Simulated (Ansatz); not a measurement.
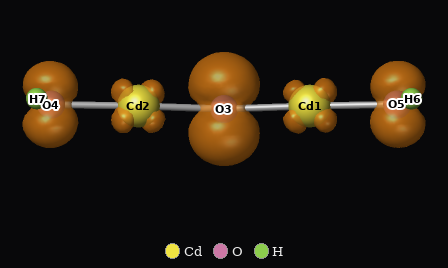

Figure. Cd$_{2}$H$_{2}$O$_{3}$ (charge +1, doublet). Isosurface of the spin density (α minus β) at +0.02 e/Å³ (orange), seen from one side.

Geometry: r2SCAN-D4/def2-SVP; core potentials replace the inner electrons of Cd.

The calculation used Ansatz 0.2.0, UKS PBE0-D4/def2-TZVP.

```yaml
atoms:
  - { symbol: Cd, position_ang: [-1.7149, 0.7768, -0.4500] }
  - { symbol: Cd, position_ang: [1.4843, -1.2408, 0.0622] }
  - { symbol: O, position_ang: [-0.2776, -0.5584, -0.4658] }
  - { symbol: O, position_ang: [3.1948, -2.1115, 0.4547] }
  - { symbol: O, position_ang: [-3.2687, 1.9632, -0.5771] }
  - { symbol: H, position_ang: [-3.2088, 2.7938, -0.0732] }
  - { symbol: H, position_ang: [3.7909, -1.6231, 1.0493] }
```

**Where is the unpaired spin?**

The unpaired spin (1 electron) lies mostly on O3 (about 0.7), O4 (about 0.2) and O5 (about 0.2), in electrons by Hirshfeld's partition.
